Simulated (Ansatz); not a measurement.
# C2H7GaO (SMILES C[O][GaH][CH3]) at PBE-QIDH-D4/ANO-RCC-VDZ (sfX2C, damping of pbe)

Aim: the energy difference between two shapes of C2H7GaO at PBE-QIDH-D4/ANO-RCC-VDZ (sfX2C, damping of pbe), from 2 runs. 

Program for the calculation: Ansatz 0.2.0.

8 further runs of the same task are left out: 1 for a known fault of the program, 1 that didn't finish, 6 set aside as unsound or not needed.

## (1) The structure to begin with

C2H7GaO has 11 atoms, charge 0, and is taken as a singlet. SMILES: `C[O][GaH][CH3]`. The shape is that of a PBE0-D4/def2-TZVP optimisation. This is one conformer, not always the lowest.

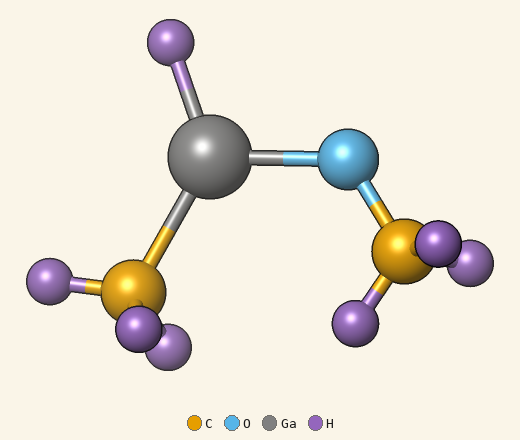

Viewed from a chosen angle; carbon amber, oxygen blue, gallium grey, hydrogen purple.

## (2) The energy at PBE-QIDH-D4/ANO-RCC-VDZ (sfX2C, damping of pbe)

input.yaml reads:

```yaml
crystal:
  periodic: [false, false, false]
  atoms:
    - {symbol: C, position_ang: [-0.791600, 1.602400, 0.445600]}
    - {symbol: O, position_ang: [-0.543500, 0.539300, 1.321100]}
    - {symbol: Ga, position_ang: [0.230400, -1.001400, 0.840100]}
    - {symbol: C, position_ang: [0.760100, -1.200000, -1.038200]}
    - {symbol: H, position_ang: [-0.273700, 2.505300, 0.790600]}
    - {symbol: H, position_ang: [-1.864800, 1.825700, 0.416600]}
    - {symbol: H, position_ang: [-0.465300, 1.405800, -0.585500]}
    - {symbol: H, position_ang: [0.366600, -1.985700, 2.041400]}
    - {symbol: H, position_ang: [-0.112800, -1.118100, -1.690500]}
    - {symbol: H, position_ang: [1.236500, -2.164400, -1.217400]}
    - {symbol: H, position_ang: [1.458000, -0.409100, -1.323800]}
basis:
  gaussian:
    orbitals: ANO-RCC-VDZ.json
    final_grid: {core_spheres: 3, valence_spheres: 3, degree: 7}
output: {orbitals: {seedname: orbitals}}
hamiltonian:
  xc: {name: PBE-QIDH}
  dispersion: {method: d4, functional: pbe}
accuracy: high
```

The basis set ANO-RCC-VDZ is read from a file made from the Basis Set Exchange's data (not shown).

On the command line:

```bash
ansatz run input.yaml --threads 1 --pin off --max-ram 2610MiB --events-out events.jsonl --progress --plain --runs-dir runs
```

Output:

```text
Warning: RAYON_NUM_THREADS=1 ignored (pool sized by the plan → 1); use --threads N
Functional definition: PBE-QIDH
  name "PBE-QIDH"
  parameter a = 3^(-1/3)
  parameter c = 1/3
  exchange = (1 - a)*pbe_x + a*exact_x
  correlation = (1 - c)*pbe_c + c*(mp2_os + mp2_ss)
1810 factors; integrals over basis functions are off by at most 4.2e-9 eV
mean field evaluation 1: about -57096.1943 eV, gradient 4.7e1 eV
mean field evaluation 2: about -57096.8040 eV, gradient 4.8e1 eV
mean field evaluation 4: about -57101.7884 eV, gradient 6.9e0 eV
mean field evaluation 8: about -57101.9079 eV, gradient 3.7e-1 eV
mean field evaluation 16: about -57101.9083 eV, gradient 4.0e-5 eV
mean field -57101.90831278 eV, -2098.4564254310 hartree, gradient 2.4e-8 eV, S^2 0.000000; 0 other end points of the search recorded, 0 dependent functions left out
12 core orbitals not correlated: weight in the atoms' cores, before any rotation towards them, 1.000 or more for the frozen orbitals, at most 0.000 for the correlated occupied ones
reference -57101.90831526 eV, -2098.4564255220 hartree; 17, 17 occupied and 34, 34 virtual orbitals, 1810 factors
second order -11.21768511 eV of doubles, -0.00000000 eV of singles
Total energy: -57105.83818056 eV, -2098.6008454084 hartree
Relativity: scalar
```

It took 49 s on 1 thread of AMD EPYC 7R43 (Zen 3), shared host.

## (3) The distorted shape at the same level

input.yaml reads:

```yaml
crystal:
  periodic: [false, false, false]
  atoms:
    - {symbol: C, position_ang: [-0.766709, 1.613514, 0.561729]}
    - {symbol: O, position_ang: [-0.554762, 0.602139, 1.271134]}
    - {symbol: Ga, position_ang: [0.296050, -1.038187, 0.860542]}
    - {symbol: C, position_ang: [0.718862, -1.136506, -1.065242]}
    - {symbol: H, position_ang: [-0.296828, 2.517887, 0.810763]}
    - {symbol: H, position_ang: [-1.859217, 1.910202, 0.393983]}
    - {symbol: H, position_ang: [-0.434342, 1.435051, -0.586824]}
    - {symbol: H, position_ang: [0.413659, -1.991491, 2.093789]}
    - {symbol: H, position_ang: [-0.146541, -1.076607, -1.780212]}
    - {symbol: H, position_ang: [1.284976, -2.029991, -1.158224]}
    - {symbol: H, position_ang: [1.412451, -0.539518, -1.266175]}
basis:
  gaussian:
    orbitals: ANO-RCC-VDZ.json
    final_grid: {core_spheres: 3, valence_spheres: 3, degree: 7}
output: {orbitals: {seedname: orbitals}}
hamiltonian:
  xc: {name: PBE-QIDH}
  dispersion: {method: d4, functional: pbe}
accuracy: high
```

The basis set ANO-RCC-VDZ is read from a file made from the Basis Set Exchange's data (not shown).

On the command line:

```bash
ansatz run input.yaml --threads 1 --pin off --max-ram 2610MiB --events-out events.jsonl --progress --plain --runs-dir runs
```

Output, shortened:

```text
Warning: RAYON_NUM_THREADS=1 ignored (pool sized by the plan → 1); use --threads N
[... 2 set-up lines as earlier in the session ...]
[...]
1806 factors; integrals over basis functions are off by at most 4.7e-9 eV
[...]
mean field -57100.11865569 eV, -2098.3906567459 hartree, gradient 2.8e-8 eV, S^2 0.000000; 0 other end points of the search recorded, 0 dependent functions left out
12 core orbitals not correlated: weight in the atoms' cores, before any rotation towards them, 1.000 or more for the frozen orbitals, at most 0.000 for the correlated occupied ones
reference -57100.11865790 eV, -2098.3906568274 hartree; 17, 17 occupied and 34, 34 virtual orbitals, 1806 factors
second order -11.01157477 eV of doubles, -0.00000000 eV of singles
Total energy: -57103.97884126 eV, -2098.5325159494 hartree
Relativity: scalar
```

Run time: 39 s. Hardware: 1 thread of AMD EPYC 7R43 (Zen 3), shared host.

## (4) Outcome

Level: PBE-QIDH-D4/ANO-RCC-VDZ (sfX2C, damping of pbe), 12 core orbitals frozen.

| quantity | value |
| --- | --- |
| first shape: total energy | -2098.60085 Eh |
| first shape: HOMO energy (SCF part's orbitals) | -10.03 eV |
| first shape: LUMO energy (SCF part's orbitals) | 0.78 eV |
| first shape: HOMO–LUMO gap (SCF part's orbitals) | 10.81 eV |
| first shape: dispersion energy | -18.39 kJ/mol |
| distorted shape: total energy | -2098.53252 Eh |
| distorted shape: HOMO energy (SCF part's orbitals) | -9.11 eV |
| distorted shape: LUMO energy (SCF part's orbitals) | 0.29 eV |
| distorted shape: HOMO–LUMO gap (SCF part's orbitals) | 9.40 eV |
| distorted shape: dispersion energy | -18.30 kJ/mol |
| energy change with the atoms displaced | 1.859 eV |

In words: With the atoms displaced the energy rises by 1.86 eV (179 kJ/mol). The first shape isn't relaxed at this level, so the change isn't measured from a minimum.
